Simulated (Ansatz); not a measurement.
**[SiH3]− (SMILES [SiH3-]) at BLYP/cc-pVTZ**

Aim: the vertical ionisation energy of [SiH3]− at BLYP/cc-pVTZ, from 2 runs. 

The results are computed with Ansatz 0.2.0.

2 further runs of the same task are left out: 2 set aside as unsound or not needed.

### 1 Starting point

[SiH3]−: 4 atoms, total charge -1, spin state singlet. SMILES: `[SiH3-]`. Geometry: relaxed at PBE0-D4/def2-TZVPD.

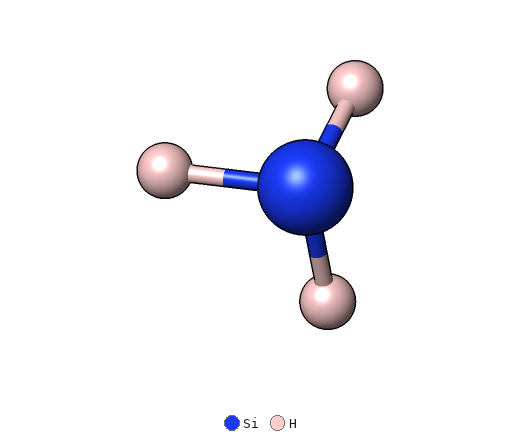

Viewed from a chosen angle; silicon blue, hydrogen pink.

### 2 The energy at BLYP/cc-pVTZ

job.yaml reads:

```yaml
crystal:
  periodic: [false, false, false]
  atoms:
    - {symbol: Si, position_ang: [0.539700, -0.050700, -0.300900]}
    - {symbol: H, position_ang: [0.426600, 0.622300, 1.085900]}
    - {symbol: H, position_ang: [-0.298500, -1.283700, 0.106800]}
    - {symbol: H, position_ang: [-0.667800, 0.712200, -0.891800]}
basis:
  gaussian: {orbitals: cc-pVTZ}
total_charge: -1
hamiltonian: {xc: {name: BLYP}}
accuracy: high
output: {orbitals: {seedname: orbitals}}
```

Launch:

```console
$ ansatz run job.yaml --threads 1 --pin off --max-ram 3480MiB --events-out events.jsonl --progress --plain --runs-dir runs
```

Log:

```text
Warning: RAYON_NUM_THREADS=1 ignored (pool sized by the plan → 1); use --threads N
Functional definition: BLYP
  name "BLYP"
  parameter beta = 0.0042
  parameter a = 0.04918
  parameter b = 0.132
  parameter c = 0.2533
  parameter d = 0.349
  exchange = b88_x(beta = beta)
  correlation = lyp_c(a = a, b = b, c = c, d = d)
1276 factors; integrals over basis functions are off by at most 3.4e-9 eV
mean field evaluation 1: about -7925.4173 eV, gradient 1.2e1 eV
mean field evaluation 2: about -7925.5858 eV, gradient 8.6e0 eV
mean field evaluation 4: about -7925.8600 eV, gradient 2.7e-1 eV
mean field evaluation 8: about -7925.8565 eV, gradient 7.4e-3 eV
mean field evaluation 16: about -7925.8565 eV, gradient 5.4e-7 eV
mean field -7925.85653607 eV, -291.2698553621 hartree, gradient 4.3e-8 eV, S^2 0.000000; 0 other end points of the search recorded, 0 dependent functions left out
reference -7925.85657845 eV, -291.2698569195 hartree; 9, 9 occupied and 67, 67 virtual orbitals, 1276 factors
Total energy: -7925.85657845 eV, -291.2698569195 hartree
```

Run time: 2.1 s. Hardware: 1 thread of Arm Neoverse V2, shared host; peak memory 0.13 GiB.

### 3 Doublet neutral SiH3

in.yaml reads:

```yaml
crystal:
  periodic: [false, false, false]
  atoms:
    - {symbol: Si, position_ang: [0.539700, -0.050700, -0.300900]}
    - {symbol: H, position_ang: [0.426600, 0.622300, 1.085900]}
    - {symbol: H, position_ang: [-0.298500, -1.283700, 0.106800]}
    - {symbol: H, position_ang: [-0.667800, 0.712200, -0.891800]}
basis:
  gaussian: {orbitals: cc-pVTZ}
magnetization: {spin_polarized: true, initial_magnetization: 1}
hamiltonian: {xc: {name: BLYP}}
accuracy: high
output: {orbitals: {seedname: orbitals}}
```

Launch:

```console
$ ansatz run in.yaml --threads 1 --pin off --max-ram 3480MiB --events-out events.jsonl --progress --plain --runs-dir runs
```

Log, cut to the lines that bear on the results:

```text
Warning: RAYON_NUM_THREADS=1 ignored (pool sized by the plan → 1); use --threads N
[... 9 set-up lines as earlier in the session ...]
1276 factors; integrals over basis functions are off by at most 3.4e-9 eV
mean field evaluation 1: about -7922.8329 eV, gradient 1.3e1 eV
mean field evaluation 2: about -7922.7394 eV, gradient 1.3e1 eV
mean field evaluation 4: about -7924.2422 eV, gradient 7.0e-1 eV
mean field evaluation 8: about -7924.2397 eV, gradient 1.7e-3 eV
mean field evaluation 16: about -7924.2397 eV, gradient 3.6e-7 eV
mean field -7924.23973494 eV, -291.2104390164 hartree, gradient 3.3e-8 eV, S^2 0.751660; 0 other end points of the search recorded, 0 dependent functions left out
reference -7924.23977816 eV, -291.2104406048 hartree; 9, 8 occupied and 67, 68 virtual orbitals, 1276 factors
Total energy: -7924.23977816 eV, -291.2104406048 hartree
```

Run time: 3 s. Hardware: 1 thread of Arm Neoverse V2, shared host; peak memory 0.16 GiB.

### 4 Summary of results

Level: BLYP/cc-pVTZ.

| quantity | value |
| --- | --- |
| singlet [SiH3]−: total energy | -291.26986 Eh |
| singlet [SiH3]−: HOMO energy | 1.61 eV |
| singlet [SiH3]−: LUMO energy | 6.14 eV |
| singlet [SiH3]−: HOMO–LUMO gap (to an unbound level, set by the basis) | 4.53 eV |
| doublet neutral SiH3: total energy | -291.21044 Eh |
| doublet neutral SiH3: HOMO energy (highest over α and β) | -6.29 eV |
| doublet neutral SiH3: LUMO energy (lowest over α and β) | -4.77 eV |
| doublet neutral SiH3: ⟨S²⟩ | 0.752 |
| vertical detachment energy (to the doublet neutral) | 1.617 eV |

In words: The vertical ionisation energy comes to 1.62 eV (37 kcal/mol). The negative HOMO energy of the first species, -1.61 eV, lies 3.23 eV below that difference. The HOMO (singlet [SiH3]−) lies at positive energy, 1.61 eV, as semi-local functionals often give for anions; only total energies tell whether the electron is bound.
